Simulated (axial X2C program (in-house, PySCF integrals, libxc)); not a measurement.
# ScAl: from the state search to constants, part 2 of 2

Computed with an in-house X2C program for linear molecules on PySCF integrals; all-electron X2C, Sc dyall-cv3z, Al dyall-v3z. Earlier steps stand in the parts before.

## 9. PBE0, 2c

State followed: Ω = 1 (excess of +ω over −ω: ω = -1/2, ω = 3/2). The scan is laid around 2.705 Å, a first estimate of the minimum, and this SCF restarts from the orbitals of the search.

The SCF at the reference distance of 2.705 Å:

```text
two-component X2C + atomic mean field  PBE0
basis functions 180  fitting functions 994  grid points 5083
iter        total energy     max residual
   1      -1005.996629837     2.12e+00
   2      -1006.542750143     1.51e-01
   3      -1006.545361007     5.03e-02
   4      -1006.553571427     1.19e-01
   5      -1006.564870601     2.18e-02
   6      -1006.565755144     6.32e-03
   7      -1006.565921201     5.06e-03
   8      -1006.565936360     7.77e-04
   9      -1006.565937453     8.99e-05
  10      -1006.565937636     6.68e-05
  11      -1006.565937794     8.38e-05
  12      -1006.565937839     2.79e-05
  13      -1006.565937866     1.10e-05
  14      -1006.565937870     9.39e-06
converged
one-electron -1489.49702031  Coulomb 487.31157148  exact exchange -14.10473092  xc functional -43.49152593  nuclear repulsion 53.40679430  atomic mean-field constant -0.19102648
```

Along the bond, energies from the lowest point:

| R (Å) | E (eV) | μ (D) | HOMO (eV) | LUMO (eV) | iterations |
| --- | --- | --- | --- | --- | --- |
| 2.353 | 0.4302 | -1.33 | -4.33 | -2.20 | 49 |
| 2.462 | 0.1800 | -1.37 | -4.36 | -2.16 | 51 |
| 2.543 | 0.0713 | -1.39 | -4.38 | -2.14 | 38 |
| 2.624 | 0.0150 | -1.40 | -4.40 | -2.12 | 32 |
| 2.705 | 0.0000 | -1.40 | -4.41 | -2.10 | 14 |
| 2.800 | 0.0226 | -1.38 | -4.42 | -2.09 | 31 |
| 2.894 | 0.0774 | -1.34 | -4.43 | -2.08 | 24 |
| 3.016 | 0.1806 | -1.26 | -4.35 | -2.08 | 23 |
| 3.165 | 0.3379 | -1.12 | -4.20 | -2.09 | 23 |
| 3.381 | 0.5700 | -1.17 | -3.87 | -2.18 | 38 |

Dipoles are positive if Al is the positive end.

Outer spinors at the reference distance:

```tsv
ω	occupied	ε (eV)	atomic character	λ mixture
-3/2	yes	-35.21	100% Sc p	100% π
-1/2	yes	-34.67	99% Sc p	98% σ, 2% π
1/2	yes	-9.35	58% Al s, 15% Sc s, 14% Sc p	100% σ
-1/2	yes	-8.11	62% Al s, 14% Sc s, 11% Sc p	100% σ
1/2	yes	-4.85	53% Al p, 29% Sc s, 7% Al s	100% σ
-1/2	yes	-4.74	64% Sc d, 25% Al p, 7% Sc p	100% π
3/2	yes	-4.73	64% Sc d, 24% Al p, 7% Sc p	100% π
-1/2	yes	-4.41	57% Sc s, 20% Al p, 17% Sc p	100% σ
1/2	no	-2.10	38% Sc s, 28% Sc d, 16% Sc p	100% σ
1/2	no	-1.80	51% Al p, 26% Sc p, 19% Sc d	100% π
-3/2	no	-1.79	51% Al p, 25% Sc p, 20% Sc d	100% π
-1/2	no	-1.75	34% Sc d, 32% Al p, 29% Sc p	100% π
```

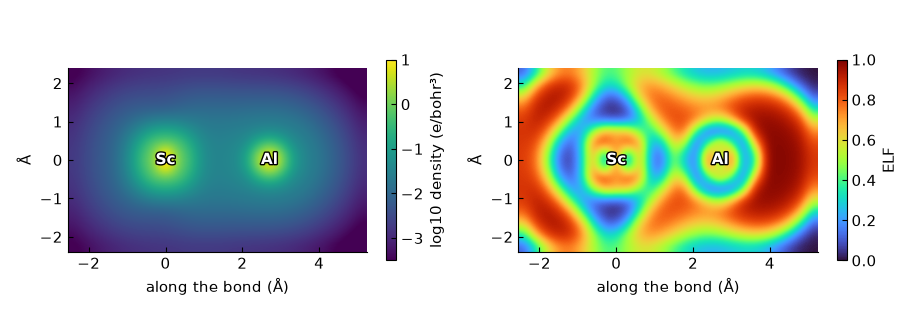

PBE0 fields in a plane through the axis, from a grid of 0.3 Å; Sc lies at z = 0 and Al at z = 2.705 Å; the ELF is damped to zero where the density is low.

No constants are quoted: the solution changes its character somewhere along the scan, so the fit is set aside.

## 10. HF, 2c

The SCF at the reference distance of 2.705 Å:

```text
two-component X2C + atomic mean field  HF
basis functions 180  fitting functions 994  grid points 5083
iter        total energy     max residual
   1      -1005.388604708     1.82e-01
   2      -1005.410026881     1.21e-02
   3      -1005.416239976     4.63e-02
   4      -1005.419996443     2.73e-02
   5      -1005.421325503     2.48e-03
   6      -1005.421588764     4.88e-03
   7      -1005.421687456     2.02e-03
   8      -1005.421721264     4.19e-04
   9      -1005.421731402     5.64e-04
  10      -1005.421739495     4.07e-04
  11      -1005.421758261     6.17e-04
  12      -1005.421929360     3.54e-03
  13      -1005.421974561     4.79e-03
  14      -1005.422180835     6.13e-03
  15      -1005.422621821     9.22e-03
  16      -1005.423725421     9.68e-03
  17      -1005.426669259     8.17e-03
  18      -1005.428479698     7.49e-03
  19      -1005.429605457     3.46e-03
  20      -1005.430414671     2.22e-03
  21      -1005.430651741     1.48e-03
  22      -1005.430707257     4.26e-04
  23      -1005.430712282     1.75e-04
  24      -1005.430714405     1.04e-04
  25      -1005.430714811     9.75e-05
  26      -1005.430715197     9.67e-05
  27      -1005.430715393     9.58e-05
  28      -1005.430715755     9.32e-05
  29      -1005.430716284     8.85e-05
  30      -1005.430717267     1.09e-04
  31      -1005.430718748     1.50e-04
  32      -1005.430720600     1.70e-04
  33      -1005.430722134     1.28e-04
  34      -1005.430722953     6.56e-05
  35      -1005.430723253     3.90e-05
  36      -1005.430723328     1.55e-05
  37      -1005.430723344     9.40e-06
  38      -1005.430723349     8.51e-06
  39      -1005.430723354     7.21e-06
  40      -1005.430723361     7.75e-06
  41      -1005.430723369     7.79e-06
  42      -1005.430723376     9.94e-06
  43      -1005.430723380     8.99e-06
  44      -1005.430723382     5.96e-06
  45      -1005.430723383     2.68e-06
converged
one-electron -1488.45344011  Coulomb 486.33109091  exact exchange -56.52414200  xc functional 0.00000000  nuclear repulsion 53.40679430  atomic mean-field constant -0.19102648
```

No constants are quoted: the solution changes its character somewhere along the scan, so the fit is set aside.

## 11. PW91, 2c

Output at 2.705 Å:

```text
two-component X2C + atomic mean field  PW91
basis functions 180  fitting functions 994  grid points 5083
iter        total energy     max residual
   1      -1006.889080907     6.73e-02
   2      -1006.891426620     1.38e-02
   3      -1006.892576803     1.79e-02
   4      -1006.892986087     2.69e-03
   5      -1006.893137769     3.43e-03
   6      -1006.893203559     4.90e-04
   7      -1006.893220376     8.24e-04
   8      -1006.893227088     3.49e-04
   9      -1006.893230622     2.79e-04
  10      -1006.893237925     1.43e-04
  11      -1006.893240321     1.10e-04
  12      -1006.893240916     4.46e-05
  13      -1006.893240966     1.41e-05
  14      -1006.893240971     5.57e-06
converged
one-electron -1489.87499945  Coulomb 487.69358335  exact exchange 0.00000000  xc functional -57.92759268  nuclear repulsion 53.40679430  atomic mean-field constant -0.19102648
```

Re = 2.735 Å, ωe = 261.3 cm⁻¹, ωexe = 1.13 cm⁻¹, Be = 0.1337 cm⁻¹, De = 1.77 eV, μ = -1.45 D.

## 12. Correlated methods, 2c

Correlated methods: 14 electrons correlated (frozen shells, counted by type: Sc 2 s, 1 p; Al 2 s, 1 p), 274 virtual spinors in MP2, 90 natural virtuals in coupled cluster.

Output of the correlated part at 2.705 Å:

```text
correlated 14  virtual 274  natural virtual 90  E(MP2) -0.363990130  MP2 remainder -0.026197295
iter   CCSD correlation   residual
   1     -0.363490441   1.58e-01
   2     -0.375927469   8.07e-02
   3     -0.378544935   4.73e-02
   4     -0.380149088   3.22e-02
   5     -0.381277744   1.78e-02
   6     -0.381750051   9.78e-03
   7     -0.381900653   5.15e-03
   8     -0.381955725   2.83e-03
   9     -0.381962717   1.66e-03
  10     -0.381983596   9.25e-04
  11     -0.381983485   5.15e-04
  12     -0.381989316   3.16e-04
  13     -0.381990148   2.17e-04
  14     -0.381991952   1.62e-04
  15     -0.381992158   1.20e-04
  16     -0.381993040   8.38e-05
  17     -0.381993519   4.98e-05
  18     -0.381993697   3.16e-05
  19     -0.381993801   2.10e-05
  20     -0.381993801   1.33e-05
(T) -0.016348643  T1 0.0774  D1 0.1626  max T2 0.083
```

MP2: No constants are quoted: the reference changes its character somewhere along the scan, so the fit is set aside.

CCSD: No constants are quoted: the reference changes its character somewhere along the scan, so the fit is set aside.

CCSD(T): No constants are quoted: the reference changes its character somewhere along the scan, so the fit is set aside.

## 13. A higher determinant, 2c

State: Ω = 2 (excess of +ω over −ω: ω = 1/2, ω = 3/2).

Output at the reference distance:

```text
two-component X2C + atomic mean field  PBE0
basis functions 180  fitting functions 994  grid points 5083
iter        total energy     max residual
   1      -1005.969451480     2.12e+00
   2      -1006.526788482     1.54e-01
   3      -1006.542968825     2.60e-02
   4      -1006.544590007     7.57e-02
   5      -1006.551553769     8.17e-03
   6      -1006.551755858     3.59e-03
   7      -1006.551844580     2.11e-03
   8      -1006.551847626     3.50e-04
   9      -1006.551848145     1.38e-04
  10      -1006.551848463     7.67e-05
  11      -1006.551848579     4.26e-05
  12      -1006.551848664     3.93e-05
  13      -1006.551848789     4.14e-05
  14      -1006.551848970     5.95e-05
  15      -1006.551849140     3.82e-05
  16      -1006.551849221     1.99e-05
  17      -1006.551849240     9.79e-06
  18      -1006.551849245     6.85e-06
converged
one-electron -1489.26916966  Coulomb 487.08317716  exact exchange -14.10482822  xc functional -43.47679634  nuclear repulsion 53.40679430  atomic mean-field constant -0.19102648
```

| R (Å) | E above the lowest PBE0 point (eV) |
| --- | --- |
| 2.353 | 0.442 |
| 2.462 | 0.310 |
| 2.543 | 0.282 |
| 2.624 | 0.301 |
| 2.705 | 0.383 |
| 2.800 | 0.341 |
| 2.894 | 0.337 |
| 3.016 | 0.374 |
| 3.165 | 0.458 |

No constants are quoted: the solution changes its character somewhere along the scan, so the fit is set aside.

## 14. The 2c curves together

Energy (eV) of the followed determinant, 2c, from each level's lowest point:

| R (Å) | PBE0 (jumps) | HF (jumps) | MP2 (its reference jumps) | CCSD (its reference jumps) | CCSD(T) (its reference jumps) | PW91 |
| --- | --- | --- | --- | --- | --- | --- |
| 2.353 | 0.430 | 1.348 | 0.674 | n/a | n/a | 0.459 |
| 2.462 | 0.180 | 0.961 | 0.497 | 0.454 | 0.398 | 0.209 |
| 2.543 | 0.071 | 0.514 | 0.071 | 0.090 | 0.066 | 0.094 |
| 2.624 | 0.015 | 0.380 | 0.024 | 0.029 | 0.016 | 0.027 |
| 2.705 | 0.000 | 0.284 | 0.000 | 0.000 | 0.000 | 0.000 |
| 2.800 | 0.023 | 0.186 | 0.249 | 0.270 | 0.353 | 0.006 |
| 2.894 | 0.077 | 0.092 | 0.238 | 0.269 | 0.376 | 0.044 |
| 3.016 | 0.181 | 0.023 | 0.219 | 0.251 | 0.374 | 0.124 |
| 3.165 | 0.338 | 0.000 | 0.222 | n/a | n/a | 0.252 |
| 3.381 | 0.570 | 0.047 | 0.263 | n/a | n/a | 0.465 |

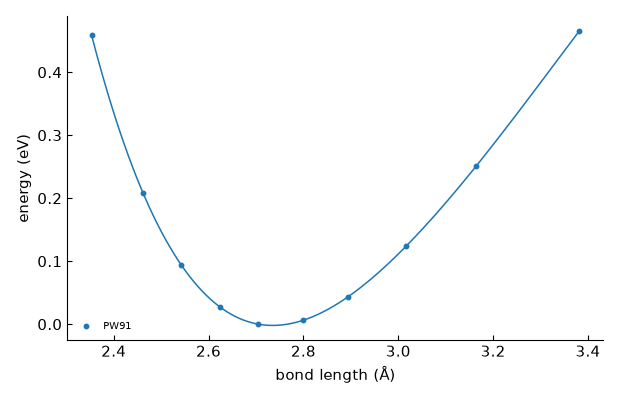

Curves of the followed state, 2c, each from its own lowest point. Left out: PBE0, HF, MP2, CCSD, CCSD(T).

Time for the job: 2.4 min (1 thread of AMD EPYC 9B45 (Zen 5), shared host); peak memory 0.9 GiB.

## 15. Results

This closing draws on all 2 parts.

Lowest determinant that the search found at its distance, spin-free: M_S = 1, Λ = 0 (beyond closed shells: π+α, π-α).

Lowest determinant that the search found at its distance, 2c: Ω = 1 (excess of +ω over −ω: ω = -1/2, ω = 3/2).

```
Hamiltonian  level  Re (Å)  ωe (cm⁻¹)  De (eV)  μ (D)
  spin-free   PBE0   2.698      282.9     1.28  -1.41
  spin-free   PW91   2.735      261.4     1.77  -1.45
         2c   PW91   2.735      261.3     1.77  -1.45
```

Dipoles are positive if Al is the positive end. No constants: spin-free HF (the solution changes its character somewhere along the scan, so the fit is set aside); spin-free MP2 (the reference changes its character somewhere along the scan, so the fit is set aside); spin-free CCSD (the reference changes its character somewhere along the scan, so the fit is set aside); spin-free CCSD(T) (the reference changes its character somewhere along the scan, so the fit is set aside); 2c PBE0 (the solution changes its character somewhere along the scan, so the fit is set aside); 2c HF (the solution changes its character somewhere along the scan, so the fit is set aside); 2c MP2 (the reference changes its character somewhere along the scan, so the fit is set aside); 2c CCSD (the reference changes its character somewhere along the scan, so the fit is set aside); 2c CCSD(T) (the reference changes its character somewhere along the scan, so the fit is set aside). Spin-free ⟨S²⟩ is off its pure value at PBE0 2.29.

Time per point (s) on 1 thread of AMD EPYC 9B45 (Zen 5), shared host (2c runs); the times are rough: PW91 0.42.

At PW91, going from spin-free to two-component changes Re by 0 mÅ, ωe by -0.1 %, which is small (part of it comes from the scalar share of the two-electron terms). De moves by 0.00 eV; both De rest on single-determinant atoms, which can miss part of an open shell's spin–orbit lowering.

De refers to Sc + Al, each in the lowest determinant found, which need not be this curve's own limit. Each curve is one determinant whose occupation by symmetry is held fixed; it was picked as the lowest of a PBE0 search that is not exhaustive. De is counted from the lowest determinant-based energies of the atoms at the same level, without counterpoise correction. Density functionals use the spin component along the axis (collinear). With several unpaired electrons one determinant need not be a pure state. The spin-free determinant is spin-contaminated at some levels.
